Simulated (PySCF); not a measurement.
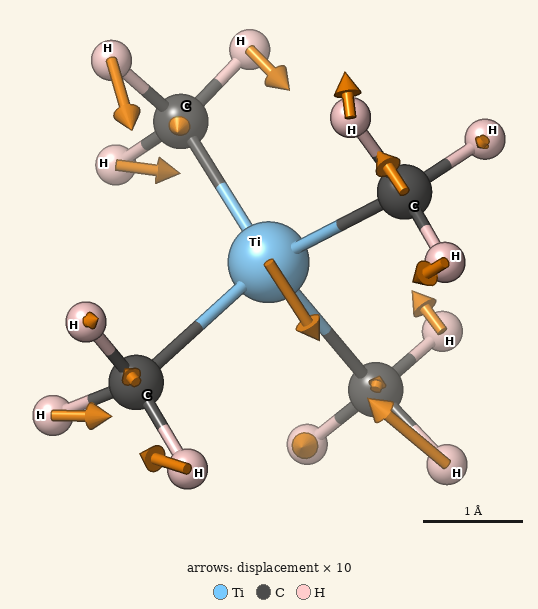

This is a relaxation of C4H12Ti. The starting structure is drawn; orange arrows show the displacements, 10 times their true length. The two geometries are superimposed by the best rigid fit.

Style: ball-and-stick. Shown from a free direction.

The start comes from GFN2-xTB. Its atoms were then displaced at random by about 0.03 Å.

Computed with PBE0-D3(BJ)/def2-SVP geometry optimisation, gas phase in PySCF 2.14.0, density-fitted response routines. 

**Describe the change and its energy.**

Over 6 geometry steps the energy falls by 8.96 kcal/mol. The atom that moves furthest after the best rigid fit is an H atom (0.11 Å). Largest moves by element: H 0.11 Å, Ti 0.10 Å, C 0.06 Å. Among the contacts that change: C–Ti 2.157 → 2.057 Å, C–H 1.181 → 1.104 Å, C–Ti 2.014 → 2.055 Å, C–H 1.065 → 1.104 Å. Among the angles between lasting bonds that change: H–C–H 103.0° → 108.9°, Ti–C–H 116.2° → 110.3°, Ti–C–H 104.7° → 109.9°.
